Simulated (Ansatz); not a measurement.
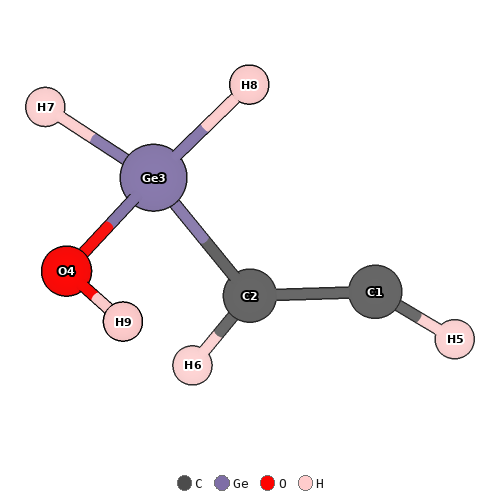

The system is C₂H₅GeO, SMILES [CH]=[CH][GeH2][OH], spin multiplicity 2; the picture shows the reference structure. 
- The first coordinate is: umbrella angle at C2 (between each of its bonds and their common axis; 90 is planar); the second: change of the bonds C2–C1, C2–Ge3, C2–H6, all alike.
- Nothing is relaxed (all other coordinates rigid).
- The grid has 9 × 9 points.
- Points are written as (first, second).
- All energies are given in kJ/mol relative to the relaxed molecule at the same level.
- Level of theory: UKS B3LYP-D4/def2-TZVP in Ansatz 0.2.0.

Its coordinates:

```yaml
atoms:
  - { symbol: C, position_ang: [-0.1910, 1.2567, -1.4963] }
  - { symbol: C, position_ang: [0.3165, 0.9231, -0.3496] }
  - { symbol: Ge, position_ang: [0.3180, -0.9394, 0.2706] }
  - { symbol: O, position_ang: [-0.6306, -1.0531, 1.7914] }
  - { symbol: H, position_ang: [-0.3561, 2.1271, -2.1140] }
  - { symbol: H, position_ang: [0.7554, 1.6653, 0.3254] }
  - { symbol: H, position_ang: [1.7211, -1.3901, 0.7014] }
  - { symbol: H, position_ang: [-0.2934, -1.8381, -0.8199] }
  - { symbol: H, position_ang: [-1.5512, -0.7977, 1.6740] }
```

Range: umbrella angle at C2 (between each of its bonds and their common axis; 90 is planar) from 66 to 114°; change of the bonds C2–C1, C2–Ge3, C2–H6, all alike from −0.160 to 0.247 Å.

### What will the energy surface look like?

The lowest grid point is at (90°, −0.007 Å), 0.29 kJ/mol from the relaxed molecule at the same level. It is the only kind of minimum in the scanned range. The highest grid point, (66°, −0.160 Å), lies 322 kJ/mol above the lowest. Round the minimum the two coordinates are nearly uncoupled.

```
second ↓, first →   66   72   78   84   90   96  102  108  114
            0.247  266  247  235  228  225  227  233  245  263
            0.196  206  183  167  158  155  157  166  180  203
            0.145  154  126  108   97   93   96  106  124  151
            0.094  114   82   60   47   43   46   59   80  111
            0.044   92   56   30   15   10   15   29   54   89
           −0.007   92   52   23    6    0    5   22   50   90
           −0.058  124   79   47   28   21   27   46   77  122
           −0.109  197  146  111   90   83   90  110  145  195
           −0.160  322  267  229  206  198  206  228  267  321
```

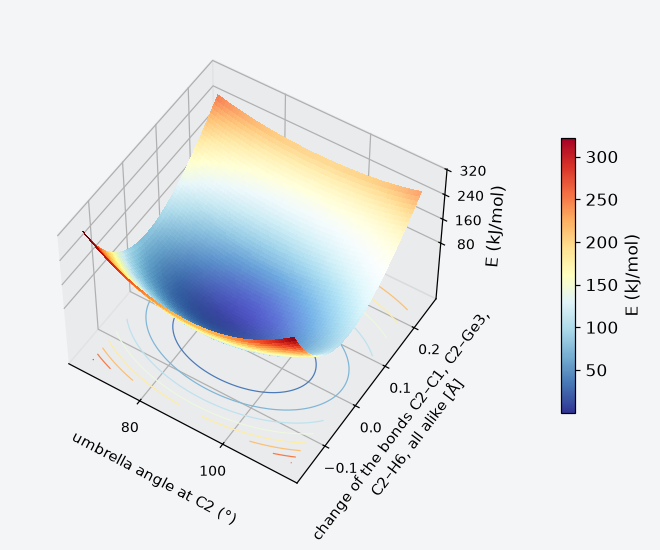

The picture shows a relief with its contours projected below. Between grid points the surface is interpolated.

Each point was launched as `ansatz run input.yaml --threads 1 --pin off --max-ram 2560MiB --backend cpu --events-out ev --progress --plain --runs-dir out`. Time for the 81 points that were run: 24 min on 1 thread of Arm Neoverse V2, on a shared host.
